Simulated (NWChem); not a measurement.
# CH3BF2O (SMILES OCB(F)F) at 5 levels

Wanted: a comparison of 5 runs (HF/STO-3G, HF/3-21G, B3LYP/6-31G*, TPSS/def2-SVP) of CH3BF2O. 

Program for the calculation: NWChem 7.3.0.

## Step 1: The molecule

The species is CH3BF2O (8 atoms), meant as a singlet with charge 0. As SMILES, `OCB(F)F`. Geometry: relaxed at GFN2-xTB. This is one conformer, not always the lowest.

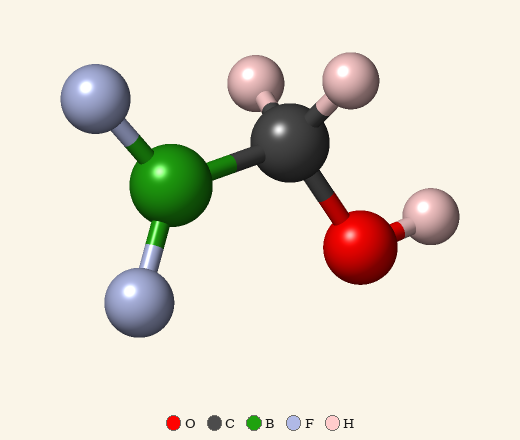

Viewed from a chosen angle; oxygen red, carbon dark grey, boron green, fluorine light blue, hydrogen pink.

## Step 2: Energy and gradient at HF/STO-3G (run 1)

The input, run.py:

```python
from ase import Atoms
from ase.calculators.nwchem import NWChem

mol = Atoms('OCBFFHHH', positions=[
    [-1.194280, -0.826910, 0.363320],
    [-0.272510, 0.244210, 0.281950],
    [0.974390, -0.093080, -0.646240],
    [1.926320, 0.802610, -0.822780],
    [1.159350, -1.215560, -1.289860],
    [-1.925690, -0.571930, 0.936870],
    [-0.765780, 1.149030, -0.107450],
    [0.098190, 0.511620, 1.284190],
])

calc = NWChem(
    label='ch3bf2o',
    theory='scf',
    memory='2200 mb',
    basis='STO-3G',
    basispar='spherical bse',
    scf={'nopen': '0', 'rhf': None, 'thresh': '1e-08', 'maxiter': '80'},
)
mol.calc = calc

forces = mol.get_forces()
e = mol.get_potential_energy()
print(f"E = {e:.6f} eV")
print("forces (eV/A):")
for s, f in zip(mol.symbols, forces):
    print(f"{s:2s} {f[0]:10.5f} {f[1]:10.5f} {f[2]:10.5f}")
print("dipole (e A):", mol.get_dipole_moment().round(4))
```

Launch:

```bash
export ASE_NWCHEM_COMMAND="nwchem PREFIX.nwi > PREFIX.nwo"
python run.py
```

The program printed:

```text
E = -9076.332889 eV
forces (eV/A):
O     0.85957   -2.10028   -1.50055
C    -0.29979    1.05816    0.69230
B     1.08444    0.09338   -0.69358
F    -0.51741   -0.15396    0.27079
F    -0.42120    0.00715    0.28575
H    -0.98077    1.03934    1.08886
H     0.22641   -0.03584    0.06279
H     0.04870    0.09210   -0.20636
dipole (e A): [-0.1466  0.2749  0.2204]
```

The calculator wrote ch3bf2o.nwi:

```
title "ch3bf2o"

permanent_dir ch3bf2o

scratch_dir ch3bf2o

start ch3bf2o

geometry units angstrom nocenter noautosym noautoz
  O  -1.1942800000000000e+00 -8.2691000000000003e-01 3.6331999999999998e-01
  C  -2.7250999999999997e-01 2.4421000000000001e-01 2.8194999999999998e-01
  B  9.7438999999999998e-01 -9.3079999999999996e-02 -6.4624000000000004e-01
  F  1.9263200000000000e+00 8.0261000000000005e-01 -8.2277999999999996e-01
  F  1.1593500000000001e+00 -1.2155600000000000e+00 -1.2898600000000000e+00
  H  -1.9256899999999999e+00 -5.7193000000000005e-01 9.3686999999999998e-01
  H  -7.6578000000000002e-01 1.1490300000000000e+00 -1.0745000000000000e-01
  H  9.8190000000000000e-02 5.1161999999999996e-01 1.2841899999999999e+00
end

memory 2200 mb

basis spherical bse noprint
   * library STO-3G
end

scf
  nopen 0
  rhf
  thresh 1e-08
  maxiter 80
end

task scf gradient
```

ch3bf2o.nwo:

```text
Northwest Computational Chemistry Package (NWChem) 7.3.0
             --------------------------------------------------------

           Job information
           ---------------

    nwchem branch   = 7.3.0
    use scalapack   = T
    input           = ch3bf2o.nwi
    prefix          = ch3bf2o.
    data base       = ch3bf2o/ch3bf2o.db
    status          = startup
    nproc           =        1

           Memory information
           ------------------

[... 5 lines left out ...]
    hardfail = no
[... 137 lines left out ...]
         Quadratically convergent ROHF
[... 15 lines left out ...]
       Final RHF  results
[... 4 lines left out ...]
      Two-electron energy =    296.584148576468
[... 37 lines left out ...]
                       ROHF Final Molecular Orbital Analysis
[... 218 lines left out ...]
                 ----------------------------------------
                 |  Time  |  1-e(secs)   |  2-e(secs)   |
                 ----------------------------------------
                 |  CPU   |       0.00   |       0.31   |
                 ----------------------------------------
                 |  WALL  |       0.00   |       0.31   |
                 ----------------------------------------

 Task  times  cpu:        1.4s     wall:        1.4s
 Total times  cpu:        1.4s     wall:        1.4s
```

It took 2.5 s on 1 thread of Intel Xeon Platinum 8559C (Emerald Rapids), shared host; peak memory 0.098 GiB.

## Step 3: Energy and gradient at HF/3-21G (run 2)

The input, ch3bf2o.nw:

```
start ch3bf2o
memory total 2200 mb

geometry units angstrom noautosym nocenter noautoz
 O     -1.194280    -0.826910     0.363320
 C     -0.272510     0.244210     0.281950
 B      0.974390    -0.093080    -0.646240
 F      1.926320     0.802610    -0.822780
 F      1.159350    -1.215560    -1.289860
 H     -1.925690    -0.571930     0.936870
 H     -0.765780     1.149030    -0.107450
 H      0.098190     0.511620     1.284190
end

basis spherical bse
 * library 3-21G
end

scf
 thresh 1e-08
 maxiter 80
 noprint "final vectors analysis"
end

task scf gradient
```

Launch:

```bash
nwchem ch3bf2o.nw > ch3bf2o.out
```

The program printed:

```text
[...]
  functions       =    51
[...]
  wavefunction    = RHF
[...]
         Total SCF energy =   -336.325525939856
      One-electron energy =   -796.455931484415
      Two-electron energy =    293.863411495000
 Nuclear repulsion energy =    166.266994049559
        Time for solution =      1.2s
[...]
                         RHF ENERGY GRADIENTS
    atom               coordinates                        gradient
                 x          y          z           x          y          z
   1 O      -2.256862  -1.562633   0.686575    0.005398   0.015403   0.003667
   2 C      -0.514969   0.461490   0.532808   -0.015798  -0.022748  -0.001004
   3 B       1.841330  -0.175896  -1.221217    0.034239  -0.006122  -0.023196
   4 F       3.640217   1.516713  -1.554829   -0.019306  -0.024500   0.000279
   5 F       2.190854  -2.297075  -2.437482   -0.000532   0.032748   0.015381
   6 H      -3.639026  -1.080791   1.770428    0.003096   0.003086  -0.000488
   7 H      -1.447114   2.171352  -0.203051   -0.006404   0.003146  -0.001762
   8 H       0.185552   0.966822   2.426767   -0.000692  -0.001013   0.007123
[...]
```

Run time: 2.3 s. Hardware: 1 thread of Intel Xeon Platinum 8559C (Emerald Rapids), shared host; peak memory 0.1 GiB.

Run 3 isn't shown in full; the table further down has it.

## Step 4: Energy and gradient at B3LYP/6-31G(d) (Cartesian functions) (run 4)

The input, mymol.nw:

```
start mymol
title "CH3BF2O"
memory stack 880 mb heap 220 mb global 1100 mb

geometry noautosym nocenter noautoz
 O       -1.194280      -0.826910       0.363320
 C       -0.272510       0.244210       0.281950
 B        0.974390      -0.093080      -0.646240
 F        1.926320       0.802610      -0.822780
 F        1.159350      -1.215560      -1.289860
 H       -1.925690      -0.571930       0.936870
 H       -0.765780       1.149030      -0.107450
 H        0.098190       0.511620       1.284190
end

basis
 * library 6-31G*
end

dft
 xc b3lyp
 mult 1
 grid xfine
 convergence energy 1e-08
 iterations 100
 mulliken
 print medium
end

task dft gradient
```

Launch:

```bash
nwchem mymol.nw > mymol.out
```

The program printed:

```text
[...]
          Wavefunction type:  closed shell.
          No. of atoms     :     8
          No. of electrons :    40
[...]
          Charge           :     0
          Spin multiplicity:     1
[...]
          AO basis - number of functions:    81
[...]
              XC Information
              --------------
                         B3LYP Method XC Potential
                     Hartree-Fock (Exact) Exchange  0.200
                        Slater Exchange Functional  0.800 local
                    Becke 1988 Exchange Functional  0.720 non-local
              Lee-Yang-Parr Correlation Functional  0.810
                  VWN I RPA Correlation Functional  0.190 local
[...]
 d= 0,ls=0.0,diis     1   -339.6589921181 -5.06D+02  1.76D-02  1.06D+00     2.6
[...]
 d= 0,ls=0.0,diis    10   -339.7716010197 -4.63D-10  1.09D-07  1.86D-10    23.9
         Total DFT energy =     -339.771601019663
      One electron energy =     -799.430960313068
           Coulomb energy =      333.638070155743
    Exchange-Corr. energy =      -40.245704911897
 Nuclear repulsion energy =      166.266994049559
[...]
      Total Density - Mulliken Population Analysis
     ---------------------------------------------
    Atom       Charge   Shell Charges
 -----------   ------   -------------------------------------------------------
    1 O    8     8.62   1.99  0.90  2.93  0.99  1.78  0.03
    2 C    6     6.23   1.99  0.68  2.07  0.57  0.87  0.04
    3 B    5     4.45   1.99  0.54  1.33  0.16  0.29  0.14
    4 F    9     9.21   1.99  0.96  3.34  0.87  1.97  0.08
    5 F    9     9.18   1.99  0.96  3.34  0.86  1.95  0.08
    6 H    1     0.60   0.48  0.12
    7 H    1     0.85   0.53  0.33
    8 H    1     0.86   0.53  0.33
[...]
  wavefunction    = closed shell
[...]
```

It took 30 s on 1 thread of Intel Xeon Platinum 8559C (Emerald Rapids), shared host; peak memory 0.14 GiB.

## Step 5: Energy and gradient at TPSS/def2-SVP (run 5)

The input, ch3bf2o.xyz:

```xyz
8
CH3BF2O TPSS
O     -1.194280    -0.826910     0.363320
C     -0.272510     0.244210     0.281950
B      0.974390    -0.093080    -0.646240
F      1.926320     0.802610    -0.822780
F      1.159350    -1.215560    -1.289860
H     -1.925690    -0.571930     0.936870
H     -0.765780     1.149030    -0.107450
H      0.098190     0.511620     1.284190
```

The input, ch3bf2o.nw:

```
start ch3bf2o
title "CH3BF2O TPSS"
memory 2200 mb

geometry noautosym nocenter noautoz
   load format xyz ch3bf2o.xyz
end

basis spherical bse
   O library def2-SVP
   C library def2-SVP
   B library def2-SVP
   F library def2-SVP
   H library def2-SVP
end

dft
   xc xtpss03 ctpss03
   mult 1
   grid xfine
   convergence energy 1e-08
   iterations 100
   mulliken
   noprint "final vectors analysis"
end

task dft gradient
```

Launch:

```bash
nwchem ch3bf2o.nw > ch3bf2o.out
```

The program printed:

```text
[...]
          Wavefunction type:  closed shell.
          No. of atoms     :     8
          No. of electrons :    40
[...]
          Charge           :     0
          Spin multiplicity:     1
[...]
          AO basis - number of functions:    85
[...]
              XC Information
              --------------
                  TPSS metaGGA Exchange Functional  1.000
             TPSS03 metaGGA Correlation Functional  1.000
[...]
 d= 0,ls=0.0,diis     1   -339.4378824982 -5.06D+02  1.88D-02  8.93D-01     3.3
[...]
 d= 0,ls=0.0,diis    10   -339.5508784333 -2.30D-09  3.65D-07  3.49D-09    29.9
         Total DFT energy =     -339.550878433340
      One electron energy =     -798.847022329760
           Coulomb energy =      333.265814476820
    Exchange-Corr. energy =      -40.236664629959
 Nuclear repulsion energy =      166.266994049560
[...]
  wavefunction    = closed shell
                         DFT ENERGY GRADIENTS
    atom               coordinates                        gradient
                 x          y          z           x          y          z
   1 O      -2.256862  -1.562633   0.686575   -0.004948   0.012856   0.008976
   2 C      -0.514969   0.461490   0.532808    0.001549   0.007186   0.001965
   3 B       1.841330  -0.175896  -1.221217    0.010855  -0.005436  -0.008378
   4 F       3.640217   1.516713  -1.554829   -0.008704  -0.015079  -0.001895
   5 F       2.190854  -2.297075  -2.437482    0.003669   0.019131   0.006395
   6 H      -3.639026  -1.080791   1.770428    0.004805  -0.004075  -0.004857
   7 H      -1.447114   2.171352  -0.203051   -0.000713  -0.009462   0.003722
   8 H       0.185552   0.966822   2.426767   -0.006513  -0.005120  -0.005929
[...]
```

It took 39 s on 1 thread of Intel Xeon Platinum 8559C (Emerald Rapids), shared host; peak memory 0.14 GiB.

## Step 6: All runs side by side

```tsv
run	level	iteration cap	module	energy (Eh)	dipole moment (D)	HOMO energy (eV)	LUMO energy (eV)	wall time
1	HF/STO-3G	80	scf	-333.549084	1.83	-9.64	8.58	2.5 s
2	HF/3-21G	80	scf	-336.325526	3.36	–	–	2.3 s
3	B3LYP/6-31G* (spherical functions)	100	dft	-339.766702	2.58	-7.47	0.55	29 s
4	B3LYP/6-31G* (Cartesian functions)	100	dft	-339.771601	2.58	-7.49	0.54	30 s
5	TPSS/def2-SVP	100	dft	-339.550878	2.56	–	–	39 s
```

## Step 7: Summary of results

| quantity | value |
| --- | --- |
| run 5: total energy | -339.55088 Eh |
| run 5: dipole moment | 2.56 D |
| run 5: largest force on an atom | 1.054 eV/Å |

The dipole moment (its size) runs from 1.83 D (HF/STO-3G) to 3.36 D (HF/3-21G). Over runs 1, 3, 4 the HOMO–LUMO gap runs from 8.02 eV (B3LYP/6-31G*) to 18.22 eV (HF/STO-3G). The two ends differ in method and basis. Totals of different functionals can't be ranked against each other. In run 1 the basis is minimal, so the values are rough. All runs together took 1.7 min, the longest 39 s.
